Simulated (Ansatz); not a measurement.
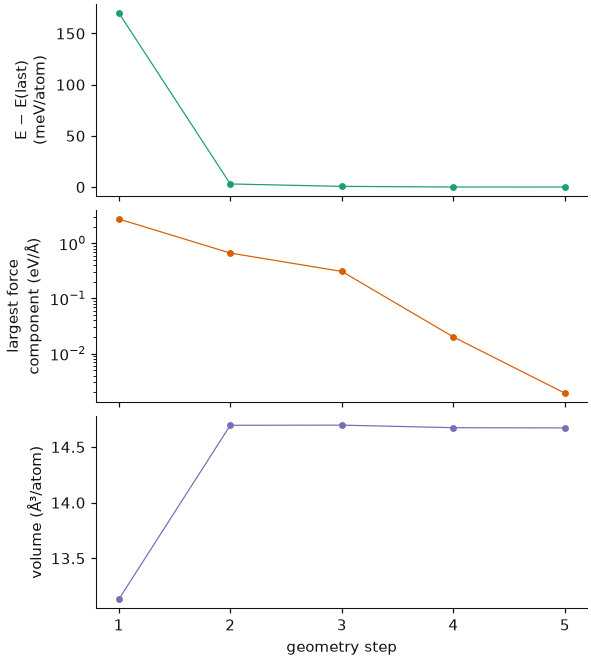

History of a geometry optimisation. Atoms and cell relax. A closing SCF on a freshly chosen basis isn't drawn.

```
crystal:
  lattice:
    - [0.0, 3.776812, 0.0]
    - [3.776812, 0.0, 0.0]
    - [1.888406, 1.888406, -4.602814]
  atoms:
    - { symbol: Si, position: [0.378, 0.378, 0.244] }
    - { symbol: Si, position: [0.622, 0.622, 0.756] }
    - { symbol: Ru, position: [0.75, 0.25, 0.5] }
    - { symbol: Ru, position: [0.25, 0.75, 0.5] }
    - { symbol: Os, position: [0.0, 0.0, 0.0] }
  symmetry: { tolerance: 0.0003 }
kpoints:
  mp_grid: { grid: [4, 4, 4], shift: [0, 0, 0] }
magnetization:
  spin_polarized: false
scf:
  occupations: { method: fermi_dirac }
hamiltonian:
  pseudopotentials: { kind: paw }
  xc: pbe
basis:
  ecutwfc: 420
output:
  forces: true
  stress: true
  eigenvalues: true
relax:
  max_steps: 40
  cell: {}
```

Launched with:
```bash
ansatz run input.yaml --threads 1 --pin off --max-ram 2560MiB --backend cpu --events-out ev --progress --plain --runs-dir out
```

Question: How did the optimisation end?

Answer: The optimisation met its thresholds at geometry 5, counting the start as the first. The energy fell by about 170 meV/atom from the first step to the last. The largest force component goes from about 2.8 eV/Å at the start to 1.9 × 10⁻³ eV/Å at the end.

Question: Was the starting cell too large or too small?

Answer: The volume grows from 13.1 to 14.7 Å³ per atom (+12 %). The start was compressed.

Question: Is anything amiss with this input?

Answer: Its settings were drawn outside the usual range, so the numbers aren't converged properties of the system.
